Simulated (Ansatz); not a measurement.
```
CELL_PARAMETERS angstrom
3.10368 0.00000 0.00000
-1.55184 2.68787 0.00000
0.00000 0.00000 7.63693
ATOMIC_POSITIONS crystal
W 0.00000 0.00000 0.00000
W 0.00000 0.00000 0.50000
Se 0.33333 0.66667 0.25000
Se 0.66667 0.33333 0.75000
```

Space group P6₃/mmc; started from the nickel arsenide prototype, which need not be the ambient phase; the program warned that a starting moment wasn't kept; spin-polarised, but the moments vanished.

Level of theory: DFT PBEsol, scalar-relativistic, plane waves, PAW in Ansatz 0.2.0.

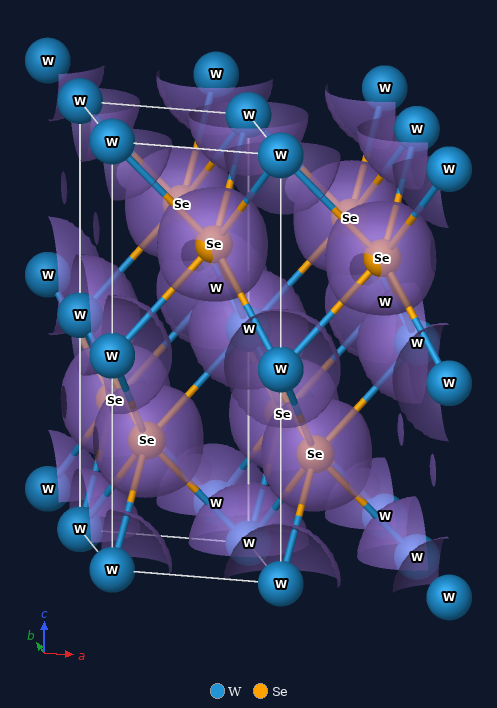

WSe. Isosurface of the valence pseudo-density at 0.6 e/Å³ (purple), seen at an oblique angle. Sticks mark near contacts.

The density is the valence pseudo-density of a PAW calculation; it isn't the true density close to the nuclei.

### What does this surface tell about the bonding?

At this value the density breaks into separate islands; it holds about 75 % of the electrons treated as valence (semicore included). It bridges none of the near contacts. It is pinched off along the shortest W–Se (2.62 Å) contacts. On the grid the lowest density along these lines, outside the cores, is 0.43 e/Å³ (W–Se, 2.62 Å).
